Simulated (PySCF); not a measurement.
| atom | x (Å) | y (Å) | z (Å) |
| --- | --- | --- | --- |
| B | 0.0000 | 0.0000 | -0.7379 |
| N | 0.0000 | 0.0000 | 0.5801 |

The calculation used PBE0/cc-pVTZ(-PP), non-relativistic Hamiltonian with scalar-relativistic core potentials where named, at a bond length of 1.318 Å (PySCF 2.14.0).

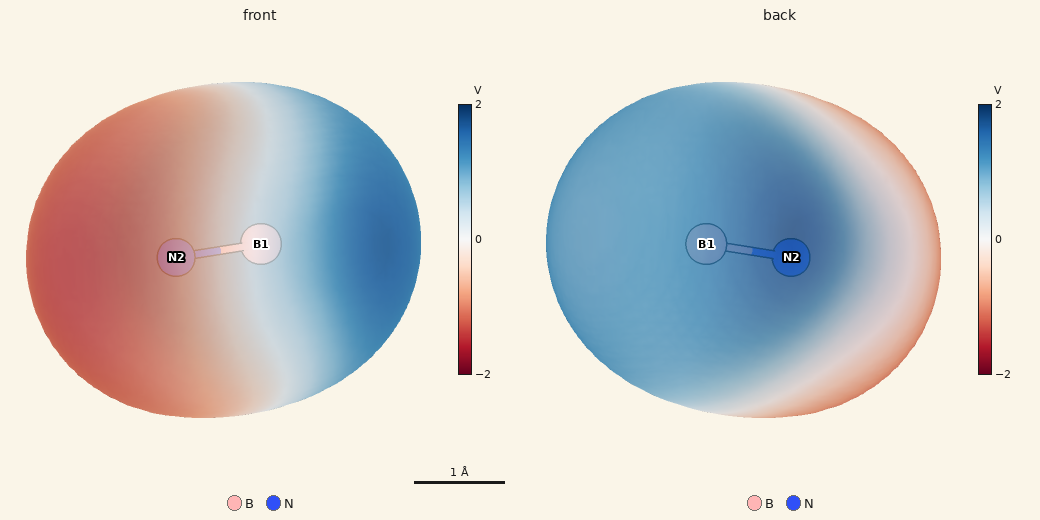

BN (triplet). The electrostatic potential painted on the density surface at 0.002 e/bohr³, seen from the front and from behind; red is negative and blue positive.

Where is the surface potential most negative and most positive?

The most negative region (about −1.4 V) lies over N2, the most positive (about +1.7 V) over B1. N2 is the likeliest acceptor of a hydrogen bond.
